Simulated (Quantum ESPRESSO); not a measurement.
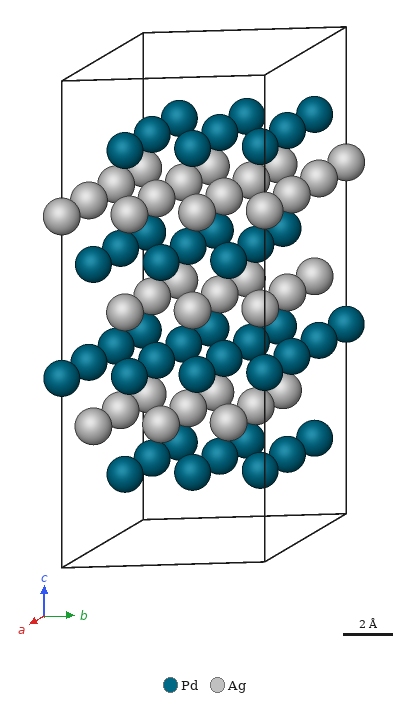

Figure 1. The structure (spheres-only view of the 3 × 3 repeat of the cell, with the vacuum cut short, seen slightly off an axis). An atom can appear more than once, as a periodic image.

# Run report: Ag3Pd4, workfunction calculation (part 1 of 2)

- system: Ag3Pd4 (slab, 7 atoms in the cell)
- method: Kohn-Sham DFT of a periodic cell, PBEsol, GBRV 1.5 PBEsol, no spin polarisation (Quantum ESPRESSO 7.5)

The structure derives from a Materials Project entry.

## Input file
```
&CONTROL
  calculation = 'scf'
  prefix = 'pwscf'
  outdir = './tmp'
  pseudo_dir = './pseudo'
  tprnfor = .true.
  disk_io = 'low'
/
&SYSTEM
  ibrav = 0
  celldm(1) = 8
  nat = 7
  ntyp = 2
  ecutwfc = 50
  ecutrho = 250
  nbnd = 77
  occupations = 'smearing'
  smearing = 'mv'
  degauss = 0.00999582
/
&ELECTRONS
  conv_thr = 7d-09
  electron_maxstep = 150
  mixing_beta = 0.3
  mixing_mode = 'local-TF'
  tqr = .true.
/
ATOMIC_SPECIES
Pd   106.4200 pd_pbesol_v1.4.uspp.F.UPF
Ag   107.8682 ag_pbesol_v1.4.uspp.F.UPF
CELL_PARAMETERS alat
  0.6670463065749   0.0000000000000   0.0000000000000
 -0.3335231532752   0.5776790469874   0.0000000000000
  0.0000000000000   0.0000000000000   6.8273598637163
ATOMIC_POSITIONS crystal
Pd     0.3333333333    0.6666666667    0.2594880418
Ag     0.6666666667    0.3333333333    0.3396586945
Pd     0.0000000000    0.0000000000    0.4198293473
Ag     0.3333333334    0.6666666667    0.5000000000
Pd     0.6666666667    0.3333333334    0.5801706527
Ag     0.0000000000    0.0000000000    0.6603413055
Pd     0.3333333334    0.6666666667    0.7405119582
K_POINTS automatic
11 11 1 0 0 0
```

## File pp_density.in
```
&INPUTPP
  prefix = 'pwscf'
  outdir = './tmp'
  filplot = 'density.dat'
  plot_num = 0
/
&PLOT
  nfile = 1
  filepp(1) = 'density.dat'
  iflag = 3
  output_format = 6
  fileout = 'density.cube'
/
```

## File pp_potential.in
```
&INPUTPP
  prefix = 'pwscf'
  outdir = './tmp'
  filplot = 'potential.dat'
  plot_num = 11
/
&PLOT
  nfile = 1
  filepp(1) = 'potential.dat'
  iflag = 3
  output_format = 6
  fileout = 'potential.cube'
/
```

Run as:
```bash
OMP_NUM_THREADS=1 mpirun -n 2 pw.x -nk 2 -in pw.in > pw.out
OMP_NUM_THREADS=1 mpirun -n 1 pp.x -in pp_density.in > pp_density.out
OMP_NUM_THREADS=1 mpirun -n 1 pp.x -in pp_potential.in > pp_potential.out
```

## Log
```
This program is part of the open-source Quantum ESPRESSO suite
     for quantum simulation of materials; please cite
         "P. Giannozzi et al., J. Phys.:Condens. Matter 21 395502 (2009);
         "P. Giannozzi et al., J. Phys.:Condens. Matter 29 465901 (2017);
         "P. Giannozzi et al., J. Chem. Phys. 152 154105 (2020);
          URL
     in publications or presentations arising from this work. More details at

     Message from routine setup:
     using ibrav=0 with symmetry is DISCOURAGED, use correct ibrav instead

     K-points division:     npool     =       2
     Subspace diagonalization in iterative solution of the eigenvalue problem:
     a serial algorithm will be used

     G-vector sticks info
     --------------------
     sticks:   dense  smooth     PW     G-vecs:    dense   smooth      PW
     Sum         499     385    121                90125    64025   10997

     Using Slab Decomposition

     bravais-lattice index     =            0
     lattice parameter (alat)  =       8.0000  a.u.
     unit-cell volume          =    1346.9931 (a.u.)^3
     number of atoms/cell      =            7
     number of atomic types    =            2
     number of electrons       =       121.00
     number of Kohn-Sham states=           77
     kinetic-energy cutoff     =      50.0000  Ry
     charge density cutoff     =     250.0000  Ry
     scf convergence threshold =      7.0E-09
     mixing beta               =       0.3000
     number of iterations used =            8  local-TF  mixing
     Exchange-correlation= SLA  PW   PSX  PSC
                           (   1   4  10   8   0   0   0)

     celldm(1)=   8.000000  celldm(2)=   0.000000  celldm(3)=   0.000000
     celldm(4)=   0.000000  celldm(5)=   0.000000  celldm(6)=   0.000000

     crystal axes: (cart. coord. in units of alat)
               a(1) = (   0.667046   0.000000   0.000000 )
               a(2) = (  -0.333523   0.577679   0.000000 )
               a(3) = (   0.000000   0.000000   6.827360 )

     reciprocal axes: (cart. coord. in units 2 pi/alat)
               b(1) = (  1.499146  0.865533 -0.000000 )
               b(2) = (  0.000000  1.731065  0.000000 )
               b(3) = (  0.000000 -0.000000  0.146470 )

     PseudoPot. # 1 for Pd read from file:
     pd_pbesol_v1.4.uspp.F.UPF
     Pseudo is Ultrasoft + core correction, Zval = 16.0
     Generated by new atomic code, or converted to UPF format
     Using radial grid of  887 points,  6 beta functions with:
                l(1) =   0
                l(2) =   0
                l(3) =   1
                l(4) =   1
                l(5) =   2
                l(6) =   2
     Q(r) pseudized with  8 coefficients,  rinner =    1.130   1.130   1.130
                                                       1.130   1.130

     PseudoPot. # 2 for Ag read from file:
     ag_pbesol_v1.4.uspp.F.UPF
     Pseudo is Ultrasoft + core correction, Zval = 19.0
     Generated by new atomic code, or converted to UPF format
     Using radial grid of  887 points,  6 beta functions with:
                l(1) =   0
                l(2) =   0
                l(3) =   1
                l(4) =   1
                l(5) =   2
                l(6) =   2
     Q(r) pseudized with  6 coefficients,  rinner =    1.300   1.300   1.300
                                                       1.300   1.300

     atomic species   valence    mass     pseudopotential
     Pd               16.00   106.42000     Pd( 1.00)
     Ag               19.00   107.86820     Ag( 1.00)

     12 Sym. Ops., with inversion, found ( 6 have fractional translation)

   Cartesian axes

     site n.     atom                  positions (alat units)
         1        Pd     tau(   1) = (  -0.0000000   0.3851194   1.7716182  )
         2        Ag     tau(   2) = (   0.3335232   0.1925597   2.3189721  )
         3        Pd     tau(   3) = (   0.0000000   0.0000000   2.8663260  )
         4        Ag     tau(   4) = (   0.0000000   0.3851194   3.4136799  )
         5        Pd     tau(   5) = (   0.3335232   0.1925597   3.9610338  )
         6        Ag     tau(   6) = (   0.0000000   0.0000000   4.5083877  )
         7        Pd     tau(   7) = (   0.0000000   0.3851194   5.0557416  )

     number of k points=    16  Marzari-Vanderbilt smearing, width (Ry)=  0.0100
                       cart. coord. in units 2pi/alat
        k(    1) = (   0.0000000   0.0000000   0.0000000), wk =   0.0165289
        k(    2) = (   0.0000000   0.1573695   0.0000000), wk =   0.0991736
        k(    3) = (   0.0000000   0.3147391   0.0000000), wk =   0.0991736
        k(    4) = (   0.0000000   0.4721086   0.0000000), wk =   0.0991736
        k(    5) = (   0.0000000   0.6294782   0.0000000), wk =   0.0991736
        k(    6) = (   0.0000000   0.7868477   0.0000000), wk =   0.0991736
        k(    7) = (   0.1362860   0.2360543   0.0000000), wk =   0.0991736
        k(    8) = (   0.1362860   0.3934239   0.0000000), wk =   0.1983471
        k(    9) = (   0.1362860   0.5507934   0.0000000), wk =   0.1983471
        k(   10) = (   0.1362860   0.7081630   0.0000000), wk =   0.1983471
        k(   11) = (   0.1362860   0.8655325   0.0000000), wk =   0.0991736
        k(   12) = (   0.2725721   0.4721086   0.0000000), wk =   0.0991736
        k(   13) = (   0.2725721   0.6294782   0.0000000), wk =   0.1983471
        k(   14) = (   0.2725721   0.7868477   0.0000000), wk =   0.1983471
        k(   15) = (   0.4088581   0.7081630   0.0000000), wk =   0.0991736
        k(   16) = (   0.4088581   0.8655325   0.0000000), wk =   0.0991736

     Dense  grid:    90125 G-vectors     FFT dimensions: (  27,  27, 288)

     Smooth grid:    64025 G-vectors     FFT dimensions: (  27,  27, 250)
     Real space treatment of Q(r)

     Initializing real-space augmentation for DENSE grid
     Message from routine real_space_q:
     integrated real space q too different from target q
     Largest difference:   0.000052 for atom type # 2

     Initial potential from superposition of free atoms

     starting charge     117.4998, renormalised to     121.0000

     negative rho (up, down):  3.155E-01 0.000E+00
     Starting wfcs are   87 randomized atomic wfcs

     Self-consistent Calculation

     iteration #  1     ecut=    50.00 Ry     beta= 0.30
     Davidson diagonalization with overlap
     ethr =  1.00E-02,  avg # of iterations =  6.9

     negative rho (up, down):  3.194E-01 0.000E+00

     total energy              =   -1681.05229051 Ry
     estimated scf accuracy    <      66.41530394 Ry

     iteration #  2     ecut=    50.00 Ry     beta= 0.30
     Davidson diagonalization with overlap
     ethr =  1.00E-02,  avg # of iterations =  1.0

     negative rho (up, down):  3.178E-01 0.000E+00

     total energy              =   -1681.22108119 Ry
     estimated scf accuracy    <       3.90671966 Ry

     iteration #  3     ecut=    50.00 Ry     beta= 0.30
     Davidson diagonalization with overlap
     ethr =  3.23E-03,  avg # of iterations =  1.4

     negative rho (up, down):  3.222E-01 0.000E+00

     total energy              =   -1681.03913805 Ry
     estimated scf accuracy    <       1.41217562 Ry

     iteration #  4     ecut=    50.00 Ry     beta= 0.30
     Davidson diagonalization with overlap
     ethr =  1.17E-03,  avg # of iterations =  3.3

     negative rho (up, down):  3.197E-01 0.000E+00

     total energy              =   -1681.14042479 Ry
     estimated scf accuracy    <       0.11549567 Ry

     iteration #  5     ecut=    50.00 Ry     beta= 0.30
     Davidson diagonalization with overlap
     ethr =  9.55E-05,  avg # of iterations =  7.3

     negative rho (up, down):  3.195E-01 0.000E+00

     total energy              =   -1681.13396067 Ry
     estimated scf accuracy    <       0.08128428 Ry

     iteration #  6     ecut=    50.00 Ry     beta= 0.30
     Davidson diagonalization with overlap
     ethr =  6.72E-05,  avg # of iterations =  3.7

     negative rho (up, down):  3.177E-01 0.000E+00

     total energy              =   -1681.13790953 Ry
     estimated scf accuracy    <       0.00682840 Ry

     iteration #  7     ecut=    50.00 Ry     beta= 0.30
     Davidson diagonalization with overlap
     ethr =  5.64E-06,  avg # of iterations =  9.2

     negative rho (up, down):  3.172E-01 0.000E+00

     total energy              =   -1681.13795928 Ry
     estimated scf accuracy    <       0.00265466 Ry

     iteration #  8     ecut=    50.00 Ry     beta= 0.30
     Davidson diagonalization with overlap
     ethr =  2.19E-06,  avg # of iterations =  5.6

     negative rho (up, down):  3.171E-01 0.000E+00

     total energy              =   -1681.13811022 Ry
     estimated scf accuracy    <       0.00070821 Ry

     iteration #  9     ecut=    50.00 Ry     beta= 0.30
     Davidson diagonalization with overlap
     ethr =  5.85E-07,  avg # of iterations =  2.4

     negative rho (up, down):  3.147E-01 0.000E+00

     total energy              =   -1681.13801908 Ry
     estimated scf accuracy    <       0.00162284 Ry

     iteration # 10     ecut=    50.00 Ry     beta= 0.30
     Davidson diagonalization with overlap
     ethr =  5.85E-07,  avg # of iterations =  4.4

     negative rho (up, down):  3.160E-01 0.000E+00

     total energy              =   -1681.13806068 Ry
     estimated scf accuracy    <       0.00046146 Ry

     iteration # 11     ecut=    50.00 Ry     beta= 0.30
     Davidson diagonalization with overlap
     ethr =  3.81E-07,  avg # of iterations =  2.0

     negative rho (up, down):  3.179E-01 0.000E+00

     total energy              =   -1681.13805725 Ry
     estimated scf accuracy    <       0.00015428 Ry

     iteration # 12     ecut=    50.00 Ry     beta= 0.30
     Davidson diagonalization with overlap
     ethr =  1.28E-07,  avg # of iterations =  2.9

     negative rho (up, down):  3.169E-01 0.000E+00

     total energy              =   -1681.13808077 Ry
     estimated scf accuracy    <       0.00021825 Ry

     iteration # 13     ecut=    50.00 Ry     beta= 0.30
     Davidson diagonalization with overlap
     ethr =  1.28E-07,  avg # of iterations =  2.3

     negative rho (up, down):  3.166E-01 0.000E+00

     total energy              =   -1681.13809690 Ry
     estimated scf accuracy    <       0.00001170 Ry

     iteration # 14     ecut=    50.00 Ry     beta= 0.30
     Davidson diagonalization with overlap
     ethr =  9.67E-09,  avg # of iterations =  1.9

     negative rho (up, down):  3.166E-01 0.000E+00

     total energy              =   -1681.13809822 Ry
     estimated scf accuracy    <       0.00000047 Ry

     iteration # 15     ecut=    50.00 Ry     beta= 0.30
     Davidson diagonalization with overlap
     ethr =  3.85E-10,  avg # of iterations =  2.0

     negative rho (up, down):  3.166E-01 0.000E+00

     total energy              =   -1681.13809660 Ry
     estimated scf accuracy    <       0.00000025 Ry

     iteration # 16     ecut=    50.00 Ry     beta= 0.30
     Davidson diagonalization with overlap
     ethr =  2.05E-10,  avg # of iterations =  2.0

     negative rho (up, down):  3.166E-01 0.000E+00

     total energy              =   -1681.13809588 Ry
     estimated scf accuracy    <       0.00000002 Ry

     iteration # 17     ecut=    50.00 Ry     beta= 0.30
     Davidson diagonalization with overlap
     ethr =  1.38E-11,  avg # of iterations =  1.0

     negative rho (up, down):  3.166E-01 0.000E+00

     total energy              =   -1681.13809569 Ry
     estimated scf accuracy    <          8.3E-09 Ry

     iteration # 18     ecut=    50.00 Ry     beta= 0.30
     Davidson diagonalization with overlap
     ethr =  6.87E-12,  avg # of iterations =  2.0

     negative rho (up, down):  3.166E-01 0.000E+00

     End of self-consistent calculation

          k = 0.0000 0.0000 0.0000 (  7911 PWs)   bands (ev):

   -84.1162 -83.9934 -83.9934 -47.6018 -47.5380 -47.5380 -47.4783 -47.4783
   -47.4171 -47.4171 -47.4171 -47.4171 -42.0800 -42.0780 -42.0497 -42.0497
   -42.0496 -42.0496 -41.8553 -41.8553 -41.8553 -41.8553 -41.6413 -41.6413
     0.2205   0.6550   1.0455   1.7064   1.8693   2.2358   2.4055   3.0844
     3.0844   3.2099   3.2099   3.2179   3.2179   3.7563   3.9883   3.9883
     4.0764   4.1465   4.1780   4.1780   4.2818   4.2818   4.8929   5.1577
     5.1577   5.2809   5.2809   5.4077   5.4077   5.4363   5.4363   5.4990
     6.5304   6.5304   6.5533   6.6810   6.6810   6.9590   6.9590   6.9674
     6.9674   8.1096   8.4317  12.1123  12.6626  13.3204  14.3259  14.8214
    16.5627  16.9171  19.0969  19.5007  22.0960

          k = 0.0000 0.1574 0.0000 (  7915 PWs)   bands (ev):

   -84.1149 -83.9922 -83.9922 -47.6001 -47.5511 -47.5413 -47.4767 -47.4767
   -47.4302 -47.4302 -47.4204 -47.4204 -42.0775 -42.0757 -42.0688 -42.0687
   -42.0544 -42.0543 -41.8744 -41.8744 -41.8600 -41.8600 -41.6389 -41.6389
     0.4646   0.8923   1.2741   1.8551   2.0172   2.3785   2.5837   2.9951
     3.1128   3.1252   3.2140   3.3401   3.3486   3.7603   3.8057   3.9325
     3.9446   3.9880   4.1652   4.2005   4.2447   4.2581   5.0536   5.1062
     5.2353   5.2561   5.3049   5.3903   5.4162   5.5361   5.5589   5.6364
     5.9231   6.5129   6.5450   6.5523   6.6638   6.7899   6.9339   6.9432
     7.5077   8.7166   9.1546  12.3127  12.8675  13.4427  14.4960  14.9840
    16.7457  17.0957  19.2984  19.6820  22.2813

          k = 0.0000 0.3147 0.0000 (  7999 PWs)   bands (ev):

   -84.1114 -83.9887 -83.9887 -47.5957 -47.5863 -47.5501 -47.4723 -47.4723
   -47.4653 -47.4653 -47.4292 -47.4292 -42.1199 -42.1198 -42.0709 -42.0696
   -42.0670 -42.0670 -41.9255 -41.9255 -41.8726 -41.8726 -41.6325 -41.6325
     1.1180   1.4968   1.8103   2.1756   2.3170   2.6128   2.7876   2.8632
     2.9871   3.0033   3.3324   3.4275   3.5701   3.6984   3.7119   3.7766
     3.9611   4.0391   4.1083   4.1555   4.3521   4.4529   4.9206   5.0061
     5.1176   5.1335   5.4055   5.6417   5.7219   5.8055   5.8382   5.9221
     5.9339   6.1153   6.2293   6.4557   6.6174   6.8696   6.8839   7.3674
     8.4514   9.7892  10.5393  12.9004  13.4809  13.8220  15.0547  15.4810
    17.3023  17.6314  19.8788  20.1994  21.1740

          k = 0.0000 0.4721 0.0000 (  8006 PWs)   bands (ev):
```
